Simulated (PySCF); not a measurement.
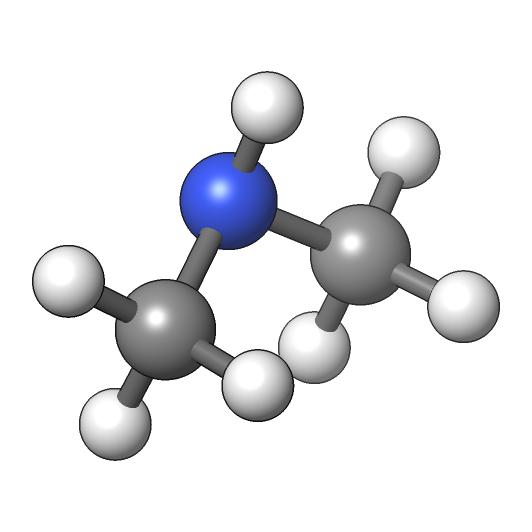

Ball-and-stick drawing of a structure. Every bond is drawn as one stick, whatever its order. Colours: carbon grey, nitrogen blue, hydrogen white.

The computed structure is the end point of a GFN2-xTB optimisation. No frequency run is at hand to confirm it as a minimum.

Question: Give the formula.

Answer: C₂H₇N, 10 atoms: 2 carbon, 7 hydrogen and 1 nitrogen.

Question: How many atoms are distinct by symmetry?

Answer: 6: 2 C, 1 N, 2 H, 2 H, 2 H, 1 H.

Question: What is the point group of this geometry?

Answer: Cs.

The parts below concern this one geometry. Atoms keep their numbers from picture to picture.

**Shape**

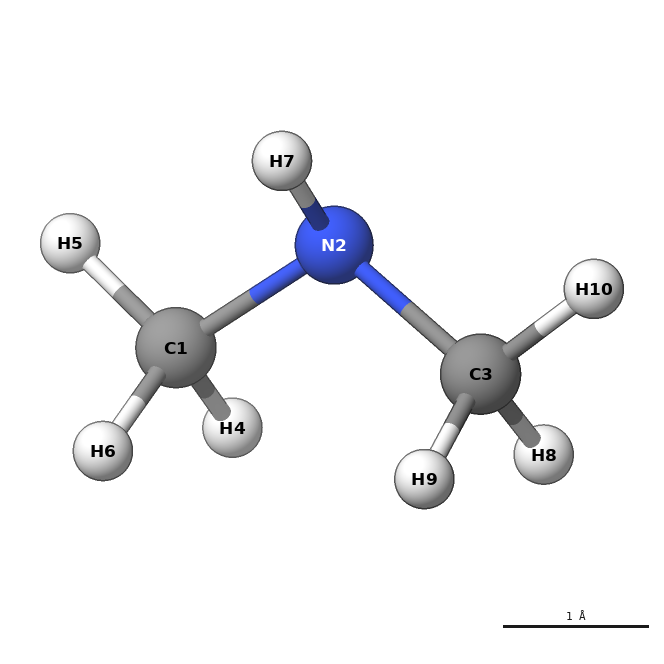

No frequency run is at hand to confirm it as a minimum.

Estimate the angles C1–N2–C3, C1–N2–H7, N2–C1–H4, N2–C1–H6, N2–C1–H5.

```tsv
angle	degrees
C1–N2–C3	112.6
C1–N2–H7	109.5
N2–C1–H4	108.6
N2–C1–H6	113.6
N2–C1–H5	109.1
```

**Electronic properties**

No frequency run is at hand to confirm it as a minimum. Level of theory: PBE0/def2-SVPD, gas phase (PySCF 2.14.0). Excitations: vertical, linear response.

What does the calculation give?

- dipole moment: 1.00 D
- HOMO energy (Kohn–Sham orbital): −6.39 eV
- LUMO energy (Kohn–Sham orbital): 0.83 eV
- HOMO–LUMO gap: 7.22 eV
- mean static polarisability: 36.9 bohr³
- lowest vertical singlet excitation: 5.85 eV
- its oscillator strength: 0.004
- brightest of the 6 lowest singlets: 7.94 eV
- its oscillator strength: 0.08

**Charges**

The questions are on IAO charges. No frequency run is at hand to confirm it as a minimum. Properties computed with PBE0/pcSseg-1, gas phase (PySCF 2.14.0).

Give the IAO charges atom by atom.

```
atom  value (e)
  C1      −0.30
  N2      −0.41
  C3      −0.30
  H4       0.14
  H5       0.15
  H6       0.10
  H7       0.24
  H8       0.14
  H9       0.10
 H10       0.15
```

**Bond orders**

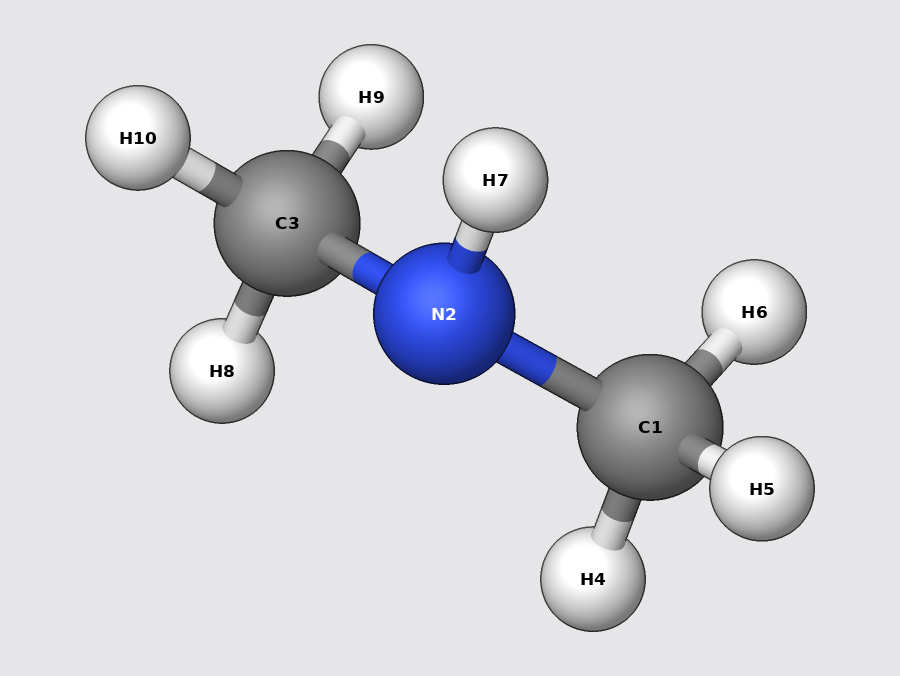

Every bond is drawn as one stick. No frequency run is at hand to confirm it as a minimum. Method: PBE0/pcSseg-1 (PySCF 2.14.0).

List the Mayer bond orders of C1–N2, N2–H7, C1–H4, C1–H6, C1–H5 (one bond of each equivalent set).

```
 bond  Mayer order  length (Å)
C1–N2         1.00       1.448
N2–H7         0.94       1.016
C1–H4         0.97       1.090
C1–H6         0.96       1.101
C1–H5         0.97       1.088
```
